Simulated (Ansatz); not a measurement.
**Abstraction of H: SiH3(CN) + GeH3(CH2) → SiH2(CN) + GeH3(CH3)**

Gas-phase species: SiH3(CN), singlet; GeH3(CH2), doublet; SiH2(CN), doublet; GeH3(CH3) (methyl germane), singlet. A radical takes H: the energy is the difference in strength between the Si–H bond broken and the C–H bond made.

Shapes, held fixed at every level: PBE0-D4/def2-TZVP. Programs: Ansatz 0.2.0. The zero-point and thermal change to 298 K, harmonic and unscaled (PBE0-D4/def2-TZVP), is +10.6 kJ/mol.

| level | kind | ΔH(298 K) (kJ/mol) | less CCSD(T)/def2-TZVPP |
| --- | --- | --- | --- |
| MP2/def2-TZVPP | perturbation theory | -40.3 | +4.2 |
| HF/def2-TZVPP | Hartree–Fock | -15.5 | +29.0 |
| SPW92/def2-TZVPP | LDA | -75.2 | -30.7 |
| PBE0-D4/def2-TZVPP | global hybrid | -54.4 | -9.9 |
| B2PLYP/def2-TZVPP | double hybrid | -46.0 | -1.5 |
| CCSD/def2-SVP | coupled cluster or CI | -45.5 | -1.0 |
| CCSD/def2-TZVPP | coupled cluster or CI | -40.6 | +3.9 |
| CCSD(T)/def2-TZVPP | coupled cluster or CI | -44.5 | 0.0 |

The highest level, CCSD(T)/def2-TZVPP, gives ΔH(298 K) = -44.5 kJ/mol; the levels span -75.2 to -15.5. The column of differences is taken from that level and isn't an error. No measured value is set beside it here. Spin contamination: SiH2(CN) (⟨S²⟩ up to 0.82). Open shells run unrestricted. Relativity is left out for Ge. Outer-core shells of Ge are correlated, in sets that cover them unevenly.

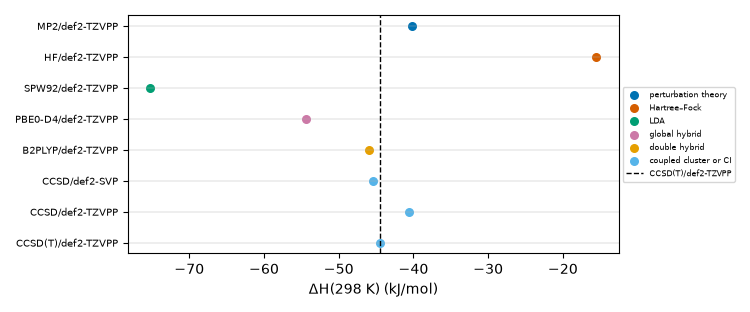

The values of the table, level by level.
